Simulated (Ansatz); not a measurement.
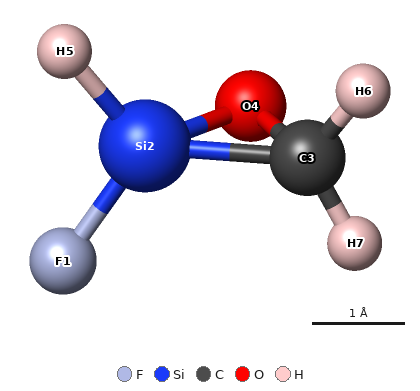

Figure 1. The input geometry of run A (ball-and-stick view, seen at a tilt; atoms are numbered from 1 in the order of the input). Bond lengths as drawn: C–H 1.09 Å, C–O 1.50 Å, C–Si 1.79 Å, F–Si 1.58 Å, H–Si 1.47 Å and O–Si 1.63 Å.

# What a change does: single-point calculation on CH₃FOSi

System: CH₃FOSi.
Method of run A: RKS SPW92 (LDA)/def2-TZVPP (Ansatz 0.2.0).

The geometry comes from this level: PBE0-D4/def2-TZVP. Text and figures count atoms from 1; the logs count them from 0 in places.

### Input, run A
```yaml
crystal:
  periodic: [false, false, false]
  atoms:
    - {symbol: F, position_ang: [-2.105360, -0.021946, 0.299545]}
    - {symbol: Si, position_ang: [-0.702870, 0.117398, -0.423880]}
    - {symbol: C, position_ang: [0.837403, 0.019343, 0.481968]}
    - {symbol: O, position_ang: [0.336768, -1.140574, -0.335143]}
    - {symbol: H, position_ang: [-0.938247, 0.760002, -1.724151]}
    - {symbol: H, position_ang: [1.782307, 0.408566, 0.110753]}
    - {symbol: H, position_ang: [0.851198, -0.210688, 1.545109]}
basis:
  gaussian: {orbitals: def2-TZVPP}
hamiltonian: {xc: lda}
output: {orbitals: {seedname: orbitals}}
```

Launched with:
```bash
ansatz run in.yaml --threads 2 --pin off --events-out ev --progress --plain --max-ram 4352MiB
```

Hardware: 2 threads of Arm Neoverse V2, 23 GiB of memory available, shared host.

### Output (run A)
```
Functional definition: SPW92
  exchange = slater_x
  correlation = pw_c
952 factors; their error is unknown
mean field evaluation 1: about -13648.4453 eV, gradient 7.0e1 eV
mean field evaluation 2: about -13597.2029 eV, gradient 1.7e2 eV
mean field evaluation 4: about -13657.5058 eV, gradient 1.8e1 eV
mean field evaluation 8: about -13658.0453 eV, gradient 2.1e-1 eV
mean field evaluation 16: about -13658.0218 eV, gradient 2.8e-4 eV
mean field -13658.02184863 eV, -501.9230451975 hartree, gradient 5.4e-5 eV, S^2 0.000000; 0 other end points of the search recorded, 0 dependent functions left out
reference -13658.02188192 eV, -501.9230464210 hartree; 20, 20 occupied and 157, 157 virtual orbitals, 952 factors
Total energy: -13658.02188192 eV, -501.9230464210 hartree
```

For run B the input was changed thus:
```diff
-hamiltonian: {xc: lda}
+hamiltonian: {xc: {name: wB97X-V}}
```

What does this change do to the results?

The total energies belong to different methods, so their difference says nothing on which is more stable or more accurate. The HOMO goes from −6.82 to −10.40 eV. The LUMO goes from −1.04 to 2.07 eV.

### Output (run B)
```
Functional definition: wB97X-V
  parameter omega = 0.3/bohr
  parameter cx = 0.167
  parameter cx1 = 0.603
  parameter cx2 = 1.194
  parameter css0 = 0.556
  parameter css1 = -0.257
  parameter cos0 = 1.219
  parameter cos1 = -1.850
  parameter b = 6.0
  parameter c = 0.01
  exchange = spin_sum(e_x_unif_sr(omega)*poly(b97_u_x, 1 - cx, cx1, cx2)) + cx*exact_x_sr(omega) + exact_x_lr(omega)
  correlation = spin_sum(e_c_pw_same_spin*poly(b97_u_same, css0, css1))
      + integral(e_c_pw_opposite_spin*poly(b97_u_opposite, cos0, cos1)) + vv10(b, c)
955 factors; their error is unknown
208 factors; integrals over basis functions are off by at most 9.8e-6 eV
mean field evaluation 1: about -13723.4965 eV, gradient 5.2e1 eV
mean field evaluation 2: about -13722.5624 eV, gradient 6.0e1 eV
mean field evaluation 4: about -13728.1785 eV, gradient 2.6e0 eV
mean field evaluation 8: about -13728.1980 eV, gradient 3.7e-2 eV
mean field evaluation 16: about -13728.2069 eV, gradient 3.4e-5 eV
mean field -13728.20686277 eV, -504.5022968939 hartree, gradient 3.4e-5 eV, S^2 0.000000; 0 other end points of the search recorded, 0 dependent functions left out
reference -13728.20686107 eV, -504.5022968314 hartree; 20, 20 occupied and 157, 157 virtual orbitals, 955 factors
Total energy: -13728.20686107 eV, -504.5022968314 hartree
```

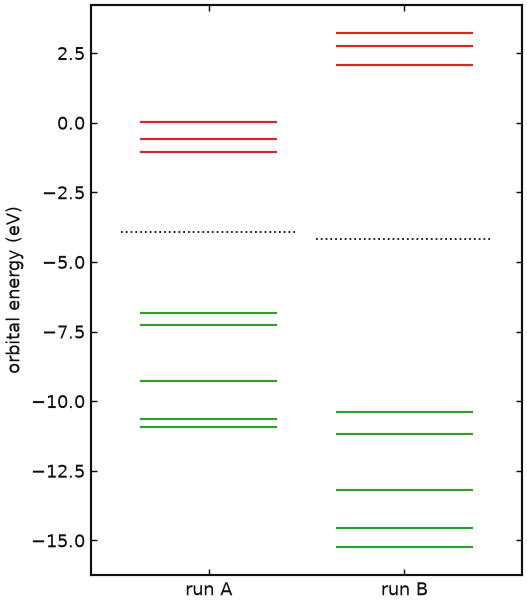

Figure 2. The five highest filled and three lowest empty orbital energies of the two runs; the dotted lines part filled from empty levels. The HOMO–LUMO gap is 5.78 eV in run A and 12.48 eV in run B.

### The two runs side by side

| quantity | run A | run B |
| --- | --- | --- |
| outcome | converged | converged |
| total energy (hartree) | −501.923046 | −504.502297 |
| HOMO (eV) | −6.82 | −10.40 |
| LUMO (eV) | −1.04 | 2.07 |
| basis functions | 177 | 177 |
| wall time (shared host) | 0.91 s | 6 s |
